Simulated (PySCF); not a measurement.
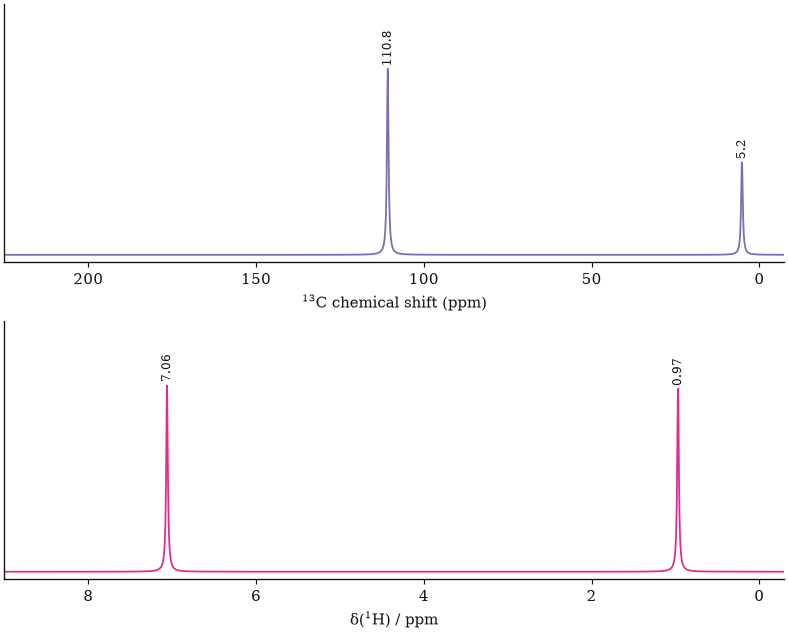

GIAO shifts, PBE0/def2-SVP in PySCF, at a PBE0-D3(BJ)/def2-SVP geometry (no frequency check), against TMS for ¹³C and TMS for ¹H computed at the same level. Gas phase, fully decoupled, line heights follow the number of nuclei, widths are arbitrary (no quadrupolar broadening); values of one conformer, averaged over methyl-type rotors and exact or near symmetry.

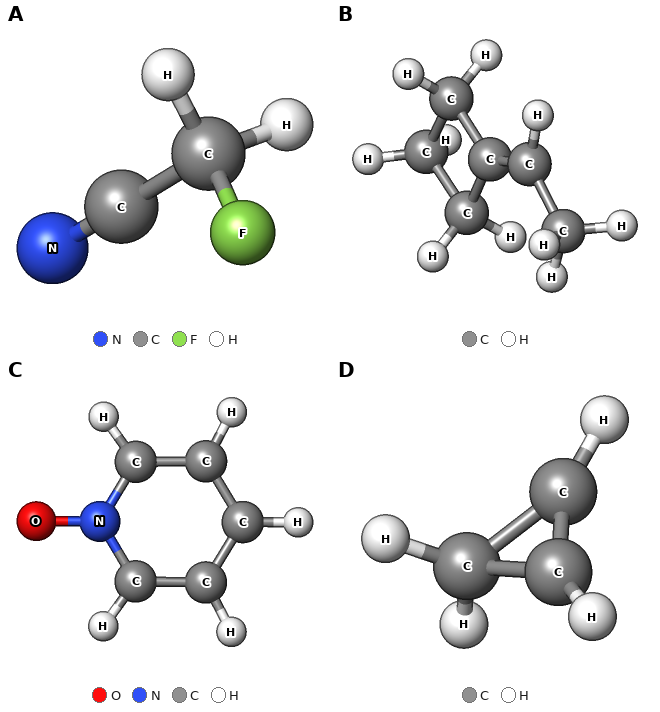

**Which structure fits the spectrum? The candidates are drawn in the second picture.**

Structure D, C₃H₄ (cyclopropene), SMILES C1=CC1. Its ¹³C signals: 110.8 (2 C), 5.2 (1 C) ppm. Its ¹H signals: 7.06 (2 H), 0.97 (2 H) ppm.
